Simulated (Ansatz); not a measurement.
# doublet [SiH2O2]+: levels of theory compared

Aim: a comparison of 6 runs (UHF/3-21G, UB3LYP/6-31G*, U-r2SCAN0/aug-cc-pVDZ, UCAM-B3LYP/aug-cc-pVDZ, UPBE0/aug-cc-pVDZ, RPA@PBE0/aug-cc-pVDZ) of doublet [SiH2O2]+. 

The results are computed with Ansatz 0.2.0.

64 further runs of the same task are left out: 64 set aside as unsound or not needed.

## (1) The structure to begin with

[SiH2O2]+ has 5 atoms, charge +1, and is taken as a doublet. As SMILES of the parent species, `O[Si]O`. The coordinates come from a PBE0-D4/def2-TZVP relaxation. This is one conformer, not always the lowest. That shape belongs to the parent species and isn't relaxed for this state.

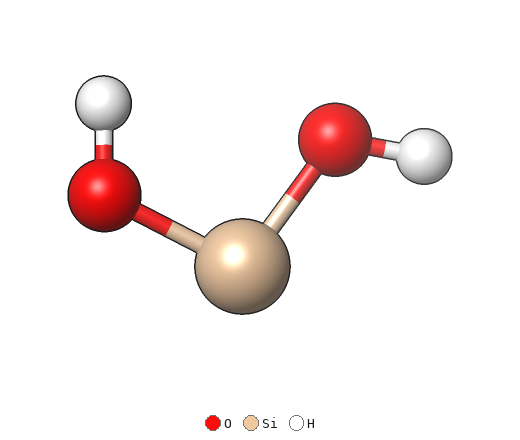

The structure, seen from a chosen angle (oxygen red, silicon light orange, hydrogen white).

## (2) The energy at UHF/3-21G (run 1)

job.yaml reads:

```yaml
crystal:
  periodic: [false, false, false]
  atoms:
    - {symbol: O, position_ang: [-1.443200, -0.105600, -0.275000]}
    - {symbol: Si, position_ang: [-0.212000, -0.791300, 0.567700]}
    - {symbol: O, position_ang: [1.036000, 0.187500, 0.068600]}
    - {symbol: H, position_ang: [-1.231900, 0.648900, -0.836100]}
    - {symbol: H, position_ang: [1.901100, -0.013100, 0.433400]}
basis:
  gaussian:
    orbitals: 3-21G.json
total_charge: 1
magnetization:
  spin_polarized: true
  initial_magnetization: 1
hamiltonian:
  xc: hf
accuracy: high
output: {orbitals: {seedname: orbitals}}
```

The basis set 3-21G is read from a file made from the Basis Set Exchange's data (not shown).

Command:

```sh
$ ansatz run job.yaml --threads 1 --pin off --max-ram 3480MiB --events-out events.jsonl --progress --plain --runs-dir runs
```

What it wrote:

```text
Warning: RAYON_NUM_THREADS=1 ignored (pool sized by the plan → 1); use --threads N
Functional definition: HF
  name "HF"
  exchange = exact_x
  correlation = 0
727 factors; integrals over basis functions are off by at most 3.1e-9 eV
mean field evaluation 1: about -11888.3205 eV, gradient 4.8e1 eV
mean field evaluation 2: about -11888.4611 eV, gradient 4.8e1 eV
mean field evaluation 4: about -11896.6416 eV, gradient 2.2e0 eV
mean field evaluation 8: about -11896.7559 eV, gradient 4.4e-1 eV
mean field evaluation 16: about -11896.7599 eV, gradient 2.2e-5 eV
mean field evaluation 32: about -11888.6364 eV, gradient 3.4e1 eV
mean field evaluation 64: about -11896.4721 eV, gradient 9.5e-1 eV
mean field -11896.75993177 eV, -437.1978635791 hartree, gradient 5.8e-8 eV, S^2 0.762963; 0 other end points of the search recorded, 0 dependent functions left out
reference -11896.75993177 eV, -437.1978635791 hartree; 16, 15 occupied and 19, 20 virtual orbitals, 727 factors
Total energy: -11896.75993177 eV, -437.1978635791 hartree
```

It took 0.34 s on 1 thread of Arm Neoverse V2, shared host.

## (3) A single-point energy at UB3LYP/6-31G(d) (spherical functions) (run 2)

run.yaml reads:

```yaml
crystal:
  periodic: [false, false, false]
  atoms:
    - {symbol: O, position_ang: [-1.443200, -0.105600, -0.275000]}
    - {symbol: Si, position_ang: [-0.212000, -0.791300, 0.567700]}
    - {symbol: O, position_ang: [1.036000, 0.187500, 0.068600]}
    - {symbol: H, position_ang: [-1.231900, 0.648900, -0.836100]}
    - {symbol: H, position_ang: [1.901100, -0.013100, 0.433400]}
basis:
  gaussian:
    orbitals: 6-31G_st_-spherical.json
total_charge: 1
magnetization:
  spin_polarized: true
  initial_magnetization: 1
hamiltonian:
  xc: {name: B3LYP}
accuracy: high
output: {orbitals: {seedname: orbitals}}
```

The basis set 6-31G* is read from a file made from the Basis Set Exchange's data (not shown).

Command:

```sh
$ ansatz run run.yaml --threads 1 --pin off --max-ram 3480MiB --events-out events.jsonl --progress --plain --runs-dir runs
```

What it wrote:

```text
Warning: RAYON_NUM_THREADS=1 ignored (pool sized by the plan → 1); use --threads N
Functional definition: B3LYP
  name "B3LYP"
  parameter a0 = 0.2
  parameter ax = 0.72
  parameter ac = 0.81
  exchange = (1 - a0 - ax)*slater_x + ax*b88_x + a0*exact_x
  correlation = (1 - ac)*vwn_rpa_c + ac*lyp_c
1033 factors; integrals over basis functions are off by at most 3.5e-9 eV
mean field evaluation 1: about -11972.9813 eV, gradient 7.8e1 eV
mean field evaluation 2: about -11874.3409 eV, gradient 1.6e2 eV
mean field evaluation 4: about -11995.3938 eV, gradient 7.1e0 eV
mean field evaluation 8: about -11995.7475 eV, gradient 1.1e0 eV
mean field evaluation 16: about -11995.7538 eV, gradient 4.5e-4 eV
mean field -11995.75383079 eV, -440.8358222675 hartree, gradient 8.9e-8 eV, S^2 0.753720; 0 other end points of the search recorded, 0 dependent functions left out
reference -11995.75385980 eV, -440.8358233335 hartree; 16, 15 occupied and 34, 35 virtual orbitals, 1033 factors
Total energy: -11995.75385980 eV, -440.8358233335 hartree
```

Run time: 4.2 s. Hardware: 1 thread of Arm Neoverse V2, shared host; peak memory 0.18 GiB.

Run 3 isn't shown in full; the table further down has it.

## (4) A single-point energy at UCAM-B3LYP/aug-cc-pVDZ (run 4)

Edit job.yaml of step 2 so:

```diff
@@ -9,10 +9,6 @@
 basis:
-  gaussian:
-    orbitals: 3-21G.json
+  gaussian: {orbitals: aug-cc-pVDZ}
 total_charge: 1
-magnetization:
-  spin_polarized: true
-  initial_magnetization: 1
-hamiltonian:
-  xc: hf
+magnetization: {spin_polarized: true, initial_magnetization: 1}
+hamiltonian: {xc: {name: CAM-B3LYP}}
 accuracy: high
```

Command:

```sh
$ ansatz run job.yaml --threads 1 --pin off --max-ram 3480MiB --events-out events.jsonl --progress --plain --runs-dir runs
```

What it wrote:

```text
Warning: RAYON_NUM_THREADS=1 ignored (pool sized by the plan → 1); use --threads N
Functional definition: CAM-B3LYP
  name "CAM-B3LYP"
  parameter alpha = 0.19
  parameter beta = 0.46
  parameter omega = 0.33/bohr
[... 1 set-up line as earlier in the session ...]
  exchange = (1 - alpha - beta)*b88_x + beta*b88_x_sr(omega) + alpha*exact_x + beta*exact_x_lr(omega)
  correlation = (1 - ac)*vwn5_c + ac*lyp_c
1786 factors; integrals over basis functions are off by at most 3.4e-9 eV
469 factors; integrals over basis functions are off by at most 2.0e-9 eV
mean field evaluation 1: about -11973.9950 eV, gradient 7.7e1 eV
mean field evaluation 2: about -11915.3371 eV, gradient 1.3e2 eV
mean field evaluation 4: about -11995.3748 eV, gradient 3.3e0 eV
mean field evaluation 8: about -11995.5039 eV, gradient 9.0e-1 eV
mean field evaluation 16: about -11995.5098 eV, gradient 9.5e-4 eV
mean field -11995.50983513 eV, -440.8268555923 hartree, gradient 7.5e-8 eV, S^2 0.754377; 0 other end points of the search recorded, 0 dependent functions left out
reference -11995.50985726 eV, -440.8268564056 hartree; 16, 15 occupied and 75, 76 virtual orbitals, 1786 factors
Total energy: -11995.50985726 eV, -440.8268564056 hartree
```

Wall time 11 s (1 thread of Arm Neoverse V2, shared host); peak memory 0.4 GiB.

Run 5 isn't shown in full; the table further down has it.

## (5) The energy at RPA@PBE0/aug-cc-pVDZ (run 6)

molecule.yaml reads:

```yaml
crystal:
  periodic: [false, false, false]
  atoms:
    - {symbol: O, position_ang: [-1.443200, -0.105600, -0.275000]}
    - {symbol: Si, position_ang: [-0.212000, -0.791300, 0.567700]}
    - {symbol: O, position_ang: [1.036000, 0.187500, 0.068600]}
    - {symbol: H, position_ang: [-1.231900, 0.648900, -0.836100]}
    - {symbol: H, position_ang: [1.901100, -0.013100, 0.433400]}
basis:
  gaussian: {orbitals: aug-cc-pVDZ}
total_charge: 1
magnetization: {spin_polarized: true, initial_magnetization: 1}
hamiltonian: {xc: {name: PBE0}}
correlation: {method: rpa, frozen_orbitals: {H: 0, O: 1, Si: 5}}
accuracy: high
```

Command:

```sh
$ ansatz run molecule.yaml --threads 1 --pin off --max-ram 3480MiB --events-out events.jsonl --progress --plain --runs-dir runs
```

What it wrote, shortened:

```text
Warning: RAYON_NUM_THREADS=1 ignored (pool sized by the plan → 1); use --threads N
Functional definition: PBE0
  name "PBE0"
[...]
1786 factors; integrals over basis functions are off by at most 3.4e-9 eV
[...]
mean field -11989.07318425 eV, -440.5903130354 hartree, gradient 7.8e-8 eV, S^2 0.754614; 1 other end points of the search recorded, 0 dependent functions left out
7 core orbitals not correlated: weight in the atoms' cores, before any rotation towards them, 1.000 or more for the frozen orbitals, at most 0.000 for the correlated occupied ones
reference -11961.22746953 eV, -439.5670018941 hartree; 9, 8 occupied and 75, 76 virtual orbitals, 1786 factors
Total energy: -11979.01716477 eV, -440.2207611358 hartree
```

It took 15 s on 1 thread of Arm Neoverse V2, shared host; peak memory 0.47 GiB.

## (6) The series

| run | level | frozen core orbitals | energy (Eh) | HOMO energy (eV) | LUMO energy (eV) | ⟨S²⟩ | wall time |
| --- | --- | --- | --- | --- | --- | --- | --- |
| 1 | UHF/3-21G | – | -437.197864 | -19.43 | -8.11 | 0.763 | 0.34 s |
| 2 | UB3LYP/6-31G* (spherical functions) | – | -440.835823 | -15.58 | -12.24 | 0.754 | 4.2 s |
| 3 | U-r2SCAN0/aug-cc-pVDZ | – | -440.745022 | -16.33 | -11.55 | 0.757 | 18 s |
| 4 | UCAM-B3LYP/aug-cc-pVDZ | – | -440.826856 | -17.38 | -11.02 | 0.754 | 11 s |
| 5 | UPBE0/aug-cc-pVDZ | – | -440.590313 | -16.02 | -11.89 | 0.755 | 9 s |
| 6 | RPA@PBE0/aug-cc-pVDZ | 7 | -440.220761 | – | – | 0.755 | 15 s |

## (7) Outcome

```
                                quantity          value
                     run 6: total energy  -440.22076 Eh
 run 6: RPA correlation energy (valence)     -653.8 mEh
run 6: ⟨S²⟩ of the reference determinant          0.755
```

In words: Totals of different functionals can't be ranked against each other. All runs together took 57 s, the longest 18 s.
